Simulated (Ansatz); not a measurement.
A series of calculations on C₂H₁₀N₂Si₂

### Relaxation

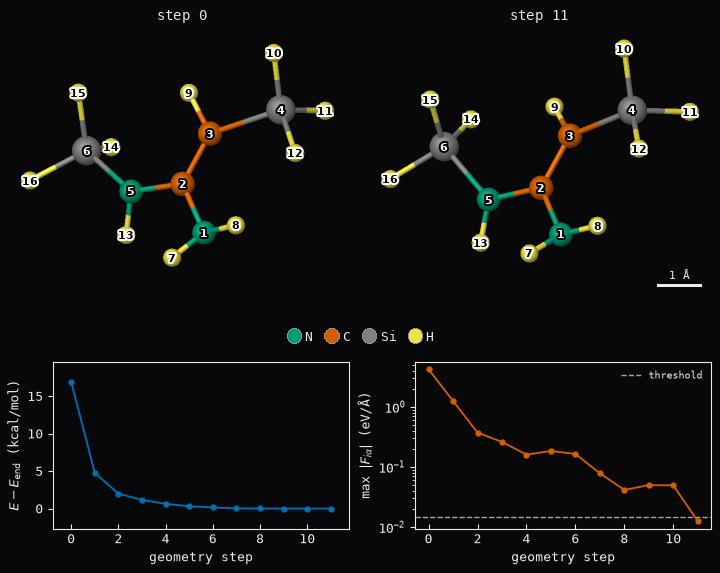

First and last geometry of a relaxation of C2H10N2Si2, with the history of the run. Style: ball-and-stick. Shown at a tilt.

The run prepares an end point of a later path (inversion) calculation, from a guessed geometry.

Method: RKS revPBE-D4/def2-SVP (Ansatz 0.2.0). Settings: no spin polarisation; force threshold 0.015 eV/Å; at most 40 steps.

Did the run converge, and what did it change?

It converged. After 11 geometry steps the energy has fallen by 16.9 kcal/mol. Largest force component: 4.2 eV/Å at the start, 0.013 eV/Å at the end. The largest move after the best rigid fit is that of H9, 0.75 Å. By element the largest moves are H 0.75 Å, C 0.31 Å, N 0.21 Å, Si 0.16 Å. Some distances before and after: Si4–H10 1.433 → 1.510 Å, C2–C3 1.321 → 1.379 Å, N5–Si6 1.709 → 1.766 Å, C3–Si4 1.899 → 1.850 Å. Bond angles that change, for instance: Si6–N5–H13 107.3° → 119.7°, C2–N5–Si6 136.5° → 124.7°, Si4–C3–H9 106.9° → 117.3°. Cost: 18 s on 2 threads of AMD EPYC 9R45 96-Core Processor (Zen 5), with other jobs on the host, peak memory 0.21 GiB.

```tsv
step	E − E(0), kcal/mol	largest force component, eV/Å
0	0.00	4.2333
1	-12.12	1.2600
2	-14.90	0.3738
3	-15.73	0.2624
4	-16.26	0.1610
5	-16.58	0.1852
6	-16.74	0.1652
7	-16.86	0.0788
8	-16.88	0.0416
9	-16.89	0.0500
10	-16.89	0.0495
11	-16.89	0.0125
```

### Relaxation

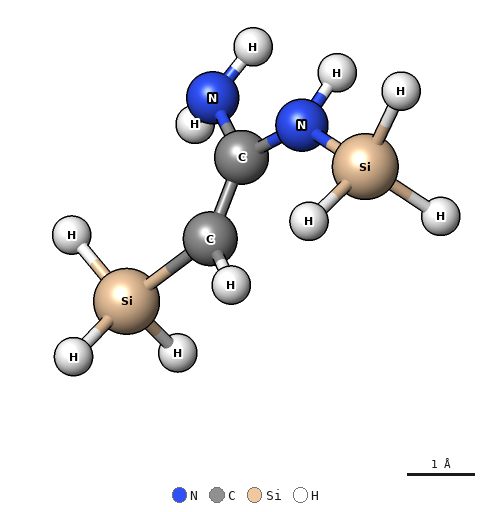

This is the input geometry for a relaxation of C2H10N2Si2. A ball-and-stick model, seen from a free direction.

The run prepares an end point of a later path (inversion) calculation, from a guessed geometry.

The calculation used Ansatz 0.2.0, RKS revPBE-D4/def2-SVP.

Input file:
```yaml
crystal:
  periodic: [false, false, false]
  atoms:
    - { symbol: "N", position_ang: [-0.6918, -1.1965, -1.3199] }
    - { symbol: C, position_ang: [-0.3531, -0.376, -0.2749] }
    - { symbol: C, position_ang: [0.7777, 0.3064, -0.2697] }
    - { symbol: Si, position_ang: [2.2025, 0.4697, -1.5152] }
    - { symbol: "N", position_ang: [-1.2447, -0.3578, 0.7468] }
    - { symbol: Si, position_ang: [-1.4365, 0.5028, 2.2106] }
    - { symbol: H, position_ang: [-1.64869, -1.4324, -1.28416] }
    - { symbol: H, position_ang: [-0.35719, -0.89701, -2.21861] }
    - { symbol: H, position_ang: [1.0741, 0.9121, 0.6564] }
    - { symbol: H, position_ang: [3.454, 0.518, -0.818] }
    - { symbol: H, position_ang: [1.9459, 1.7022, -2.2831] }
    - { symbol: H, position_ang: [2.1403, -0.7025, -2.4139] }
    - { symbol: H, position_ang: [-2.2063, -0.5968, 0.3965] }
    - { symbol: H, position_ang: [-1.9391, 1.8661, 1.9223] }
    - { symbol: H, position_ang: [-0.1464, 0.5089, 2.9423] }
    - { symbol: H, position_ang: [-2.4561, -0.1971, 3.0198] }
basis:
  gaussian: { orbitals: def2-SVP }
hamiltonian:
  xc: revpbe
  dispersion: d4
relax:
  f_tol: 0.015
  max_steps: 40
```

Launched with:
```bash
ansatz run input.yaml --threads 2 --pin off --max-ram 3072MiB --backend cpu --events-out ev --progress --plain --runs-dir out
```

### What does the optimiser find from here?

The energy falls by 0.836 eV in 23 accepted moves (24 points after the start). Largest force component: 4.2 eV/Å at the start, 0.013 eV/Å at the end. The line search rejected the trial step at point 6 of the run. The forces were under the threshold at step 18, but the run went on from there. H12 moves most after the best rigid fit: 1.20 Å. Largest moves by element: H 1.20 Å, Si 0.26 Å, N 0.21 Å, C 0.15 Å. Near-neighbour distances that change, for instance: Si4–H10 1.433 → 1.513 Å, C2–C3 1.321 → 1.379 Å, N5–Si6 1.709 → 1.766 Å, C3–Si4 1.899 → 1.850 Å. Bond angles that change, for instance: Si6–N5–H13 107.3° → 119.5°, C2–N5–Si6 136.5° → 124.9°, Si4–C3–H9 106.9° → 117.3°. Groups turn about C3–Si4 by about 35°, N1–C2 by about 25°. Cost: 37 s on 2 threads of AMD EPYC 9R45 96-Core Processor (Zen 5) (shared host), peak memory 0.22 GiB.

The structure at the end:

```xyz
16

N    -0.6182   -1.3801   -1.2536
C    -0.3351   -0.5017   -0.2046
C     0.7874    0.2949   -0.1286
Si    1.9928    0.6193   -1.4940
N    -1.3120   -0.5207    0.7946
Si   -1.4538    0.6705    2.0910
H    -1.5892   -1.3412   -1.5799
H     0.0392   -1.3210   -2.0349
H     0.9885    0.7687    0.8473
H     3.3139   -0.1030   -1.3447
H     2.3251    2.0873   -1.6180
H     1.4030    0.1574   -2.8117
H    -1.8529   -1.3878    0.8454
H    -1.5426    2.0499    1.5058
H    -0.3108    0.6375    3.0728
H    -2.7206    0.3001    2.8103
```

After the run, drawn alike:

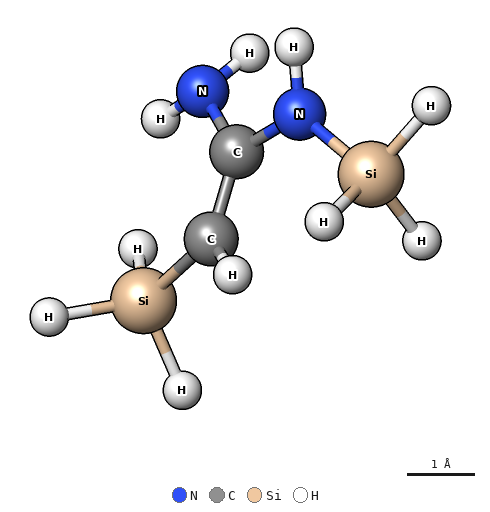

### Path

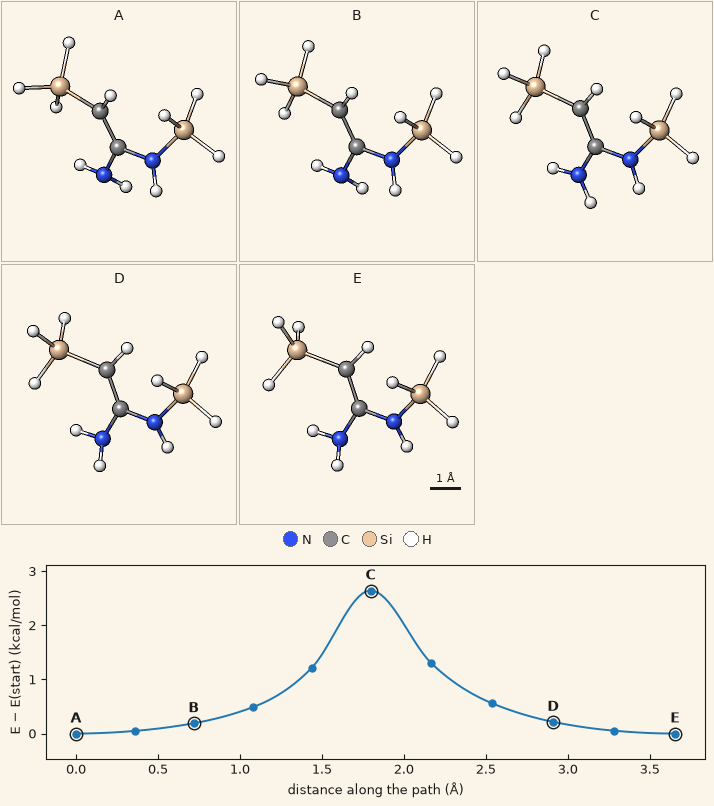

A nudged-elastic-band calculation for C₂H₁₀N₂Si₂. Images are numbered from 0 (start) to 10 (end). Frames A to E are images 0, 2, 5, 8, 10. The picture is a ball-and-stick view, seen at a tilt.

Computed with RKS revPBE-D4/def2-SVP (Ansatz 0.2.0).

Input file:
```yaml
crystal:
  periodic: [false, false, false]
  atoms:
    - { symbol: "N", position_ang: [-0.685256, -1.272006, -1.345637] }
    - { symbol: C, position_ang: [-0.456035, -0.330945, -0.3398] }
    - { symbol: C, position_ang: [0.600784, 0.553983, -0.316912] }
    - { symbol: Si, position_ang: [2.097612, 0.499292, -1.403186] }
    - { symbol: "N", position_ang: [-1.434229, -0.357777, 0.658806] }
    - { symbol: Si, position_ang: [-1.290281, 0.43889, 2.228506] }
    - { symbol: H, position_ang: [-0.943365, -2.201371, -0.999468] }
    - { symbol: H, position_ang: [0.057642, -1.325883, -2.046427] }
    - { symbol: H, position_ang: [0.534321, 1.378912, 0.4129] }
    - { symbol: H, position_ang: [3.37418, 0.668763, -0.615205] }
    - { symbol: H, position_ang: [2.123229, 1.555459, -2.485063] }
    - { symbol: H, position_ang: [2.161446, -0.836969, -2.113676] }
    - { symbol: H, position_ang: [-2.339647, -0.728576, 0.359495] }
    - { symbol: H, position_ang: [-1.285642, 1.943686, 2.148751] }
    - { symbol: H, position_ang: [-0.029444, -0.008039, 2.908961] }
    - { symbol: H, position_ang: [-2.508216, -0.000119, 2.992255] }
basis:
  gaussian: { orbitals: def2-SVP }
hamiltonian:
  xc: revpbe
  dispersion: d4
neb:
  order_check: false
  images: 9
  f_tol: 0.03
  max_iterations: 60
  initial_path: idpp
  final_atoms:
    - { symbol: "N", position_ang: [-0.4658509, -1.54697234, -1.13416545] }
    - { symbol: C, position_ang: [-0.24766188, -0.59144381, -0.13848104] }
    - { symbol: C, position_ang: [0.8293755, 0.26803434, -0.09722267] }
    - { symbol: Si, position_ang: [2.03855008, 0.57250107, -1.46381796] }
    - { symbol: "N", position_ang: [-1.23890208, -0.60174229, 0.84673619] }
    - { symbol: Si, position_ang: [-1.4657652, 0.65774877, 2.06408846] }
    - { symbol: H, position_ang: [-1.43183418, -1.58099257, -1.4753872] }
    - { symbol: H, position_ang: [0.20058864, -1.50056639, -1.90872726] }
    - { symbol: H, position_ang: [0.98839698, 0.81134078, 0.84973978] }
    - { symbol: H, position_ang: [3.39363457, -0.0665057, -1.25182918] }
    - { symbol: H, position_ang: [2.29419925, 2.0459264, -1.67486414] }
    - { symbol: H, position_ang: [1.49651476, -0.00117663, -2.75786347] }
    - { symbol: H, position_ang: [-1.73359873, -1.49207708, 0.94431721] }
    - { symbol: H, position_ang: [-1.61814199, 1.99154614, 1.39256937] }
    - { symbol: H, position_ang: [-0.33941303, 0.74739804, 3.06133462] }
    - { symbol: H, position_ang: [-2.7229928, 0.26428127, 2.78787273] }
```

Command:
```bash
ansatz run input.yaml --threads 2 --pin off --max-ram 3072MiB --backend cpu --events-out ev --progress --plain --runs-dir out
```

Read off the barrier and say what moves.

The two ends have the same energy, and the highest point, image 5, lies 2.64 kcal/mol above the start. The motion is an umbrella inversion at an N atom. No bond forms or breaks between the ends. Bond angles that change up to the highest image, for instance: C–N–H 114.2° → 122.0°, H–N–H 111.5° → 118.5°. The band converged in 10 iterations. The largest component of the band force went from 0.76 to 0.024 eV/Å. The climbing image converged on the top of the path. Its vibrational analysis gives 2 imaginary modes over 30i cm⁻¹, so it isn't confirmed as a transition state.

Cost: 2.3 min on 2 threads of AMD EPYC 9R45 96-Core Processor (Zen 5), on a shared host, peak memory 0.21 GiB.
